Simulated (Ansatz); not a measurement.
# Al2Cu (I4/mcm): Migdal–Eliashberg transition temperature

Aim: the phonon-mediated transition temperature of Al2Cu (I4/mcm) at ambient pressure, over a range of μ*. The cell shown first is a relaxed one, from steps not shown here.

Calculated with Ansatz 0.2.0; DFT PBE, scalar-relativistic, plane waves, PAW; PAW set soft_1.

## Step 1: The cell after earlier relaxation steps

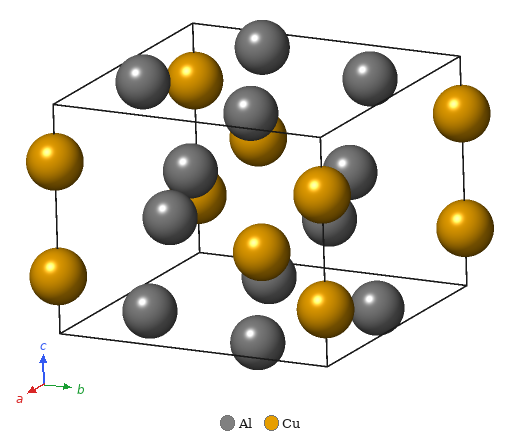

The starting structure, seen slightly off an axis (aluminium grey, copper orange). This picture shows the conventional cell, with its axes. Some periodic images of atoms are drawn too.

## Step 2: Coupling and resistivity: q 2×2×2, k 6×6×6, scattering 8×8×8

The run that gives the couplings also evaluates McMillan's and Allen and Dynes's formulas and, where asked, the Eliashberg equations, over a range of μ*.

input.yaml

```yaml
crystal:
  lattice:
    - [-3.0414481649, 3.0414481649, 2.4163565168]
    - [3.0414481649, -3.0414481649, 2.4163565168]
    - [3.0414481649, 3.0414481649, -2.4163565168]
  atoms:
    - { symbol: Al, position: [0.6575723575, 0.1575723575, 0.8151447151] }
    - { symbol: Al, position: [0.1575723575, 0.3424276425, 0.5] }
    - { symbol: Al, position: [0.3424276425, 0.8424276425, 0.1848552849] }
    - { symbol: Al, position: [0.8424276425, 0.6575723575, 0.5] }
    - { symbol: Cu, position: [0.25, 0.25, 0.0] }
    - { symbol: Cu, position: [0.75, 0.75, 0.0] }
kpoints:
  mp_grid: { grid: [6, 6, 6] }
hamiltonian:
  xc: pbe
  pseudopotentials: { kind: paw, azcp: { folder: soft_1 } }
scf:
  occupations: { method: methfessel_paxton, width: 0.2 }
output:
  eigenvalues: true
phonons:
  method: dfpt
  qmesh: [2, 2, 2]
  temperatures: { t_max: 1000, t_step: 50 }
  qpath:
    path:
      - [[0.0, 0.0, 0.0], [0.0, 0.0, 0.5], [-0.5, 0.5, 0.5], [0.0, 0.0, 0.0]]
      - [[0.0, 0.0, 0.5], [0.25, 0.25, 0.25], [0.0, 0.5, 0.0], [0.0, 0.0, 0.0]]
    npoints: 6
  electrical_resistivity:
    mesh: [8, 8, 8]
    temperatures: [20.0, 50.0, 80.0, 100.0, 150.0, 200.0, 273.0, 300.0, 400.0, 500.0, 600.0, 800.0]
  superconductivity: { mesh: [8, 8, 8] }
```

Started as:

```console
> ansatz run input.yaml --threads 16 --pin off --max-ram 92160MiB --backend cuda --events-out ev --progress --plain --runs-dir out --max-vram 78GiB
```

Numbers of over 12 decimals in the logs are rounded to 6 here.

Output:

```text
Warning: phonons: the dynamical matrix that this run interpolates holds no multipole term above the dipole-dipole one, and a site of this crystal is no centre of inversion, so its interpolated transverse optical and acoustic branches and sound speeds can stay off near Gamma, and the density of states and the thermodynamics with them. What a run solves at a wave vector of phonons.qpoints, Gamma apart, where the deck admits one, is free of this, and under fd what a larger phonons.supercell samples
Engine: ansatz 0.2.0, aarch64-unknown-linux-gnu
Pseudopotentials: kind: paw
Pseudopotential: Al, paw, valence charge 3, recommended cutoff 420 eV (normal), soft_1/Al.paw.azcp
Pseudopotential: Cu, paw, valence charge 19, recommended cutoff 420 eV (normal), soft_1/Cu.paw.azcp
Functional definition: PBE
  parameter kappa = 0.804
  parameter beta = 0.066725
  exchange = pbe_x(kappa = kappa, mu = beta*pi^2/3)
  correlation = pbe_c(beta = beta)
[...]
Crystal: 6 atoms, lattice volume = 89.409 Å³
Basis set: ecut = 420 eV, 1737 PW (Γ), exchange–correlation on 72×72×72 points (8 copies of the dense FFT grid, shifted against one another)
Bands: 31, of which v1, the nominal top of the filled ones, is band 25 counted from 1 (24 counted from 0)
Symmetry: 16 space group operations
k-points: 30 of 216
Non-local potential: Al, projectors of the file, l = 0: 2, l = 1: 2, l = 2: 1
Non-local potential: Cu, projectors of the file, l = 0: 3, l = 1: 2, l = 2: 3, l = 3: 1
PAW form: soft (Blöchl's): semilocal exchange-correlation on the pseudo side does not see the compensation charge
PAW one-centre angular grid: Al, 110 points (default); XC on 64 Gauss nodes
PAW one-centre angular grid: Cu, 590 points (default); XC on 64 Gauss nodes
Initial density: superposition of atomic densities (chi_scale 0.1, normalization cell, long waves kept (reshape's long-wave potential 0.00 eV rms))
Initial wavefunctions: pseudopotential atomic-orbital guess
[...]
Functional: x = pbe(κ = 0.804, μ = 0.219515), c = pbe(β = 0.066725)
SCF iter   1: F=—  HF=-15408.707898 eV  |F-HF|=—  |Δ(HF+E_count)|=         —  Δρ=3.54e-1  dr2=8.41e1  ethr=3.10e-3  ⟨swp⟩=7.7  Hψ=4458  notcnv=0
preconditioner: auto → Kerker (q_TF=auto, 2.476 Å⁻¹)  [metal: Δε(μ)=0.058 eV  Ē_g=5.902 eV  σ=0.200 eV  W_gap=0.23  n_scr=16 (ndim 8)  ℏωp=22.9 eV  f_vac=0.000  D(μ)=2.18/eV (n_scr^D=16)]
SCF iter   2: F=—  HF=-15402.812339 eV  |F-HF|=—  |Δ(HF+E_count)|=    5.90e0  S|Δr|=    0.00e0  Δρ=1.12e-1  dr2=1.09e1  ethr=3.10e-3  ⟨swp⟩=2.8  Hψ=2146  notcnv=0
[...]
SCF iter  12: F=-15401.392548 eV  HF=-15401.392548 eV  |F-HF|=3.64e-12  |Δ(HF+E_count)|=  7.28e-12  S|Δr|=    0.00e0  Δρ=2.82e-8  dr2=6.06e-13  ethr=1.00e-12  ⟨swp⟩=5.2  Hψ=5029  notcnv=0
SCF 1 converged in 12 iterations: F = -15401.392548 eV  dr2 = 6.06e-13
  greatest PAW one-centre occupation: 0.999 electrons in one spin orbital (limit 2), on the Cu atom at site 5 (counted from 0), in its partial waves of l = 0
[...]
iter 1 solved again at ethr=2.79e-7 eV; its pass at ethr=3.10e-3 eV (dr2=1.40e-4 eV) is discarded
SCF iter   1: F=—  HF=-15401.392307 eV  |F-HF|=—  |Δ(HF+E_count)|=         —  Δρ=5.18e-7  dr2=1.09e-10  ethr=2.79e-7  ⟨swp⟩=2.9  Hψ=6481  notcnv=0
eigensolver tolerance schedule: the retry pair's looser diagonalisation over-reported the residual by 1275579.16 of it (diagonalisation noise at an unbounded share of the residual, at the tolerance the schedule requests for it); recorded, not acted on — ethr = c·dr2/N_el stays at c = 1.0e-1
preconditioner: auto → Kerker (q_TF=auto, 2.476 Å⁻¹)  [metal: Δε(μ)=0.011 eV  Ē_g=7.098 eV  σ=0.200 eV  W_gap=0.05  n_scr=16 (ndim 8)  ℏωp=22.9 eV  f_vac=0.000  D(μ)=2.66/eV (n_scr^D=16)]
SCF iter   2: F=—  HF=-15401.392548 eV  |F-HF|=—  |Δ(HF+E_count)|=   2.41e-4  S|Δr|=    0.00e0  Δρ=3.50e-7  dr2=4.96e-11  ethr=1.00e-12  ⟨swp⟩=3.0  Hψ=2183  notcnv=0
SCF iter   3: F=-15401.392548 eV  HF=-15401.392548 eV  |F-HF|=0.00e0  |Δ(HF+E_count)|=  9.09e-12  S|Δr|=    0.00e0  Δρ=1.51e-7  dr2=8.80e-12  ethr=1.00e-12  ⟨swp⟩=2.8  Hψ=3887  notcnv=0
SCF 2 converged in 3 iterations: F = -15401.392548 eV  dr2 = 8.80e-12
[...]
SCF 3 converged in 12 iterations: F = -15401.392548 eV  dr2 = 6.36e-13
[...]
SCF converged after 12 iterations
[...]
mean free path at 50 K (of a tensor a third of its trace): 511 nm by what each carries, 393 by the Fermi surface alone
  Hall coefficient in a weak field at 50 K (a third of the trace): 7.369e-11 m³/C (how far it moves between the two finest meshes is not known); by each state's relaxation time: 3.386e-11 m³/C; by a constant relaxation time: 3.634e-11 m³/C
  mean free path at 80 K (of a tensor a third of its trace): 133 nm by what each carries, 111 by the Fermi surface alone
  Hall coefficient in a weak field at 80 K (a third of the trace): 4.506e-11 m³/C (how far it moves between the two finest meshes is not known); by each state's relaxation time: 2.277e-11 m³/C; by a constant relaxation time: 3.595e-11 m³/C
  mean free path at 100 K (of a tensor a third of its trace): 78.9 nm by what each carries, 67.9 by the Fermi surface alone
  Hall coefficient in a weak field at 100 K (a third of the trace): 3.561e-11 m³/C (how far it moves between the two finest meshes is not known); by each state's relaxation time: 1.880e-11 m³/C; by a constant relaxation time: 3.595e-11 m³/C
  mean free path at 150 K (of a tensor a third of its trace): 37.0 nm by what each carries, 33.1 by the Fermi surface alone
  Hall coefficient in a weak field at 150 K (a third of the trace): 2.580e-11 m³/C (how far it moves between the two finest meshes is not known); by each state's relaxation time: 1.508e-11 m³/C; by a constant relaxation time: 3.616e-11 m³/C
  mean free path at 200 K (of a tensor a third of its trace): 24.2 nm by what each carries, 21.9 by the Fermi surface alone
  Hall coefficient in a weak field at 200 K (a third of the trace): 2.300e-11 m³/C (how far it moves between the two finest meshes is not known); by each state's relaxation time: 1.444e-11 m³/C; by a constant relaxation time: 3.642e-11 m³/C
  mean free path at 273 K (of a tensor a third of its trace): 16.4 nm by what each carries, 14.9 by the Fermi surface alone
  Hall coefficient in a weak field at 273 K (a third of the trace): 2.192e-11 m³/C (how far it moves between the two finest meshes is not known); by each state's relaxation time: 1.457e-11 m³/C; by a constant relaxation time: 3.673e-11 m³/C
  mean free path at 300 K (of a tensor a third of its trace): 14.6 nm by what each carries, 13.4 by the Fermi surface alone
  Hall coefficient in a weak field at 300 K (a third of the trace): 2.187e-11 m³/C (how far it moves between the two finest meshes is not known); by each state's relaxation time: 1.473e-11 m³/C; by a constant relaxation time: 3.682e-11 m³/C
  mean free path at 400 K (of a tensor a third of its trace): 10.7 nm by what each carries, 9.75 by the Fermi surface alone
  Hall coefficient in a weak field at 400 K (a third of the trace): 2.197e-11 m³/C (how far it moves between the two finest meshes is not known); by each state's relaxation time: 1.529e-11 m³/C; by a constant relaxation time: 3.708e-11 m³/C
  mean free path at 500 K (of a tensor a third of its trace): 8.42 nm by what each carries, 7.69 by the Fermi surface alone
  Hall coefficient in a weak field at 500 K (a third of the trace): 2.215e-11 m³/C (how far it moves between the two finest meshes is not known); by each state's relaxation time: 1.568e-11 m³/C; by a constant relaxation time: 3.721e-11 m³/C
  mean free path at 600 K (of a tensor a third of its trace): 6.98 nm by what each carries, 6.36 by the Fermi surface alone
  Hall coefficient in a weak field at 600 K (a third of the trace): 2.227e-11 m³/C (how far it moves between the two finest meshes is not known); by each state's relaxation time: 1.592e-11 m³/C; by a constant relaxation time: 3.726e-11 m³/C
  mean free path at 800 K (of a tensor a third of its trace): 5.21 nm by what each carries, 4.73 by the Fermi surface alone
  Hall coefficient in a weak field at 800 K (a third of the trace): 2.232e-11 m³/C (how far it moves between the two finest meshes is not known); by each state's relaxation time: 1.612e-11 m³/C; by a constant relaxation time: 3.724e-11 m³/C
  the resistivity times a path that all electrons share, by the Fermi surface of the deck's mesh alone (a third of the trace): 7.999e-16 Ω·m²
  not converged in the mesh (λ; λ_tr; the resistivity at 20 K by 22.47 %; the resistivity at 50 K by 16.59 %; the resistivity at 80 K by 23.07 %; the resistivity at 100 K by 24.72 %; the resistivity at 150 K by 25.57 %; the resistivity at 200 K by 24.50 %; the resistivity at 273 K by 23.49 %; the resistivity at 300 K by 22.95 %; the resistivity at 400 K by 21.86 %; the resistivity at 500 K by 21.13 %; the resistivity [...]
  vibrations of 8 cells: unjudged by the run; compare a larger repeat
  the changes of the potential over all sites missed a rigid shift's by 0.00 % (the site terms' by 0.02 %)
  at the force constants' own smearing the fine mesh and the k-points of their solves give squared frequencies that differ by 17.9 % of the larger at the most, at (-0.5, -0.5, -0.5)
--- Superconductivity: potentials and phonons of a 2×2×2 supercell ---
           mesh         λ    ħω_log (meV)  μ* declared at (meV)
          8×8×8    0.4106          20.700               24.734
          4×4×4    0.5532          21.406               24.953
  λ by the species' shares of the modes' patterns: Al 0.2761, Cu 0.1345
  with the Fermi level up to 39.3 meV (the hardest mode) off, states and modes as they are: density of states 0.9985 to 1.5362 /eV of one spin and cell, λ 0.4062 to 0.6988
  transition temperature on the deck's mesh (K), isotropic and anisotropic, restricted to the Fermi surface (FSR) and over the full bandwidth (FBW), and the last with the density of states resolved in a narrower window:
        μ*   McMillan   Allen–Dynes      iso. FSR      iso. FBW    aniso. FSR    aniso. FBW  narrow window
      0.08      1.769         1.801         1.613         1.617         1.749         1.753          1.753
      0.10      1.167         1.186         1.027         1.028         1.146         1.148          1.147
      0.12      0.710         0.721         0.605         0.605         0.704         0.704          0.705
      0.13      0.533         0.541         0.448         0.448         0.537         0.537          0.537
      0.14      0.389         0.394         0.322         0.323         0.400         0.400          0.400
      0.16      0.184         0.187         0.151         0.151         0.207         0.207          0.207
      0.20      0.020         0.021    none_found    none_found    none_found    none_found     none_found
  none_found: no transition down to 0.1 K
  isotope coefficients −∂ln Tc/∂ln M under μ* = 0.13, the force constants as they are, of the isotropic transitions restricted to the Fermi surface and over the full bandwidth: Al 0.113 and 0.115, Cu 0.122 and 0.122
  gaps at the Fermi level over the full bandwidth under μ* = 0.1, 0.287 K: 0.069 to 0.244 meV
  gaps at the Fermi level over the full bandwidth under μ* = 0.13, 0.134 K: 0.023 to 0.119 meV
  gaps at the Fermi level over the full bandwidth under μ* = 0.16, 0.052 K: 0.005 to 0.048 meV
  not converged in the mesh (λ, the transition temperature): between neighbouring meshes, the two finest first, λ moves by 34.75 % and the anisotropic transition temperature over the full bandwidth at μ* = 0.13 by 1945.91 %; converged means that the two finest part by at most 2.00 % and 5.00 %
  vibrations of 8 cells: unjudged by the run; compare a larger repeat
  the changes of the potential over all sites missed a rigid shift's by 0.00 % (the site terms' by 0.02 %)
  at the force constants' own smearing the fine mesh and the k-points of their solves give squared frequencies that differ by 17.9 % of the larger at the most, at (-0.5, -0.5, -0.5)
```

Run time: 54 s. Hardware: 1 × NVIDIA GB200 with 16 threads of Arm Neoverse V2, shared host; peak memory 5.6 GiB.

This step gave:

| Item | Value |
| --- | --- |
| volume per atom | 14.90 Å³/atom |
| metallic on mesh | yes |
| gap on the k-mesh | 0 eV |
| zero point energy | 0.2196 eV/cell |
| share of imaginary modes | 0 |
| highest frequency on the path or at a solved wavevector | 317.3 cm⁻¹ |
| Debye temperature (second moment) | 386 K |
| resistivity at 300 K | 5.94 μΩ cm, mean of the axes |
| coupling constant λ | 0.4106 |
| density of states at the Fermi level | 1.016 states/eV a spin and cell |
| log mean phonon energy ħω_log | 20.7 meV |
| transport coupling constant λ_tr | 0.3758, 0.3758, 0.4035 (xx, yy, zz) |
| Drude plasma energy | 8.18, 8.18, 9.246 eV (xx, yy, zz) |
| resistivity times mean free path | 8.84, 8.84, 6.316 × 10⁻¹⁶ Ω m² (xx, yy, zz) |
| second-moment phonon energy ħω₂ | 24.73 meV |

An empty cell: under 1 mK by a formula, or no transition down to the floor of the Eliashberg search. Transition temperatures:

```tsv
μ*	McMillan Tc (K)	Allen–Dynes Tc (K)	isotropic Fermi-surface Tc (K)	isotropic full bandwidth Tc (K)	anisotropic Fermi-surface Tc (K)	anisotropic full bandwidth Tc (K)	anisotropic narrow window Tc (K)
0.08	1.77	1.8	1.61	1.62	1.75	1.75	1.75
0.1	1.17	1.19	1.03	1.03	1.15	1.15	1.15
0.12	0.71	0.721	0.605	0.605	0.704	0.704	0.705
0.13	0.533	0.541	0.448	0.448	0.537	0.537	0.537
0.14	0.389	0.394	0.322	0.323	0.4	0.4	0.4
0.16	0.184	0.187	0.151	0.151	0.207	0.207	0.207
0.2	0.0205	0.0207	-	-	-	-	-
```

## Step 3: Coupling and resistivity: q 3×3×3, k 9×9×9, scattering 12×12×12

The next rung changes the q mesh, which sets the reach of the force constants and couplings; the k mesh of the density and its response; the scattering mesh, which samples the Fermi surface.

Edit input.yaml of step 2 so:

```diff
@@ -13,3 +13,3 @@
 kpoints:
-  mp_grid: { grid: [6, 6, 6] }
+  mp_grid: { grid: [9, 9, 9] }
 hamiltonian:
@@ -23,3 +23,3 @@
   method: dfpt
-  qmesh: [2, 2, 2]
+  qmesh: [3, 3, 3]
   temperatures: { t_max: 1000, t_step: 50 }
@@ -31,4 +31,4 @@
   electrical_resistivity:
-    mesh: [8, 8, 8]
+    mesh: [12, 12, 12]
     temperatures: [20.0, 50.0, 80.0, 100.0, 150.0, 200.0, 273.0, 300.0, 400.0, 500.0, 600.0, 800.0]
-  superconductivity: { mesh: [8, 8, 8] }
+  superconductivity: { mesh: [12, 12, 12] }
```

Output:

```text
[...]
Crystal: 6 atoms, lattice volume = 89.409 Å³
Basis set: ecut = 420 eV, 1737 PW (Γ), exchange–correlation on 72×72×72 points (8 copies of the dense FFT grid, shifted against one another)
Bands: 31, of which v1, the nominal top of the filled ones, is band 25 counted from 1 (24 counted from 0)
Symmetry: 16 space group operations
k-points: 75 of 729
[...]
SCF iter   1: F=—  HF=-15408.701461 eV  |F-HF|=—  |Δ(HF+E_count)|=         —  Δρ=3.54e-1  dr2=8.44e1  ethr=3.10e-3  ⟨swp⟩=7.6  Hψ=11103  notcnv=0
[...]
SCF iter   2: F=—  HF=-15402.797820 eV  |F-HF|=—  |Δ(HF+E_count)|=    5.90e0  S|Δr|=    0.00e0  Δρ=1.15e-1  dr2=1.13e1  ethr=3.10e-3  ⟨swp⟩=2.3  Hψ=5285  notcnv=0
[...]
SCF iter  12: F=-15401.356144 eV  HF=-15401.356144 eV  |F-HF|=5.46e-12  |Δ(HF+E_count)|=  3.64e-12  S|Δr|=    0.00e0  Δρ=5.29e-8  dr2=2.06e-12  ethr=1.00e-12  ⟨swp⟩=5.5  Hψ=9996  notcnv=0
SCF 1 converged in 12 iterations: F = -15401.356144 eV  dr2 = 2.06e-12
[...]
SCF iter   2: F=—  HF=-15401.356144 eV  |F-HF|=—  |Δ(HF+E_count)|=   2.45e-4  S|Δr|=    0.00e0  Δρ=4.59e-7  dr2=8.38e-11  ethr=1.00e-12  ⟨swp⟩=3.0  Hψ=5534  notcnv=0
[...]
SCF iter   4: F=-15401.356144 eV  HF=-15401.356144 eV  |F-HF|=1.09e-11  |Δ(HF+E_count)|=  1.82e-12  S|Δr|=    0.00e0  Δρ=1.59e-7  dr2=9.66e-12  ethr=1.00e-12  ⟨swp⟩=2.7  Hψ=5524  notcnv=0
SCF 2 converged in 4 iterations: F = -15401.356144 eV  dr2 = 9.66e-12
[...]
SCF 3 converged in 12 iterations: F = -15401.356144 eV  dr2 = 2.14e-12
[...]
SCF converged after 12 iterations
[...]
vibrations of 27 cells: unjudged by the run; compare a larger repeat
[...]
--- Superconductivity: potentials and phonons of a 3×3×3 supercell ---
           mesh         λ    ħω_log (meV)  μ* declared at (meV)
       12×12×12    0.3981          20.369               24.701
          6×6×6    0.3325          20.321               24.594
          3×3×3    0.4014          22.060               25.413
  λ by the species' shares of the modes' patterns: Al 0.2681, Cu 0.1300
[...]
0.08      1.506         1.533         1.359         1.361         1.508         1.508          1.508
      0.10      0.966         0.981         0.840         0.841         0.969         0.969          0.969
      0.12      0.566         0.575         0.476         0.477         0.582         0.583          0.582
      0.13      0.416         0.422         0.344         0.345         0.439         0.439          0.439
      0.14      0.295         0.299         0.241         0.242         0.323         0.323          0.323
      0.16      0.130         0.132         0.106         0.106         0.163         0.163          0.163
      0.20      0.011         0.011    none_found    none_found    none_found    none_found     none_found
  none_found: no transition down to 0.1 K
[...]
vibrations of 27 cells: unjudged by the run; compare a larger repeat
[...]
```

Run time: 2.9 min. Hardware: 1 × NVIDIA GB200 with 16 threads; peak memory 13 GiB.

This step gave:

| Item | Value |
| --- | --- |
| zero point energy | 0.2194 eV/cell |
| highest frequency on the path or at a solved wavevector | 317.1 cm⁻¹ |
| resistivity at 300 K | 5.819 μΩ cm, mean of the axes |
| coupling constant λ | 0.3981 |
| density of states at the Fermi level | 0.9816 states/eV a spin and cell |
| log mean phonon energy ħω_log | 20.37 meV |
| transport coupling constant λ_tr | 0.3595, 0.3595, 0.395 (xx, yy, zz) |
| Drude plasma energy | 8.064, 8.064, 9.171 eV (xx, yy, zz) |
| resistivity times mean free path | 9.136, 9.136, 6.389 × 10⁻¹⁶ Ω m² (xx, yy, zz) |
| second-moment phonon energy ħω₂ | 24.70 meV |

An empty cell: under 1 mK by a formula, or no transition down to the floor of the Eliashberg search. Transition temperatures:

```tsv
μ*	McMillan Tc (K)	Allen–Dynes Tc (K)	isotropic Fermi-surface Tc (K)	isotropic full bandwidth Tc (K)	anisotropic Fermi-surface Tc (K)	anisotropic full bandwidth Tc (K)	anisotropic narrow window Tc (K)
0.08	1.51	1.53	1.36	1.36	1.51	1.51	1.51
0.1	0.966	0.981	0.84	0.841	0.969	0.969	0.969
0.12	0.566	0.575	0.476	0.477	0.582	0.583	0.582
0.13	0.416	0.422	0.344	0.345	0.439	0.439	0.439
0.14	0.295	0.299	0.241	0.242	0.323	0.323	0.323
0.16	0.13	0.132	0.106	0.106	0.163	0.163	0.163
0.2	0.0112	0.0113	-	-	-	-	-
```

[end of part 1 of 2]

[Logs are printed without paths, hosts, clocks, repeated set-up lines and the standing remarks that a program may print on its own settings, such as how far it seeks lower states.]

[Hosts, paths, dates, database ids (printed as entryN), source tags and the programs' standing remarks are cut or masked in the printed files.]
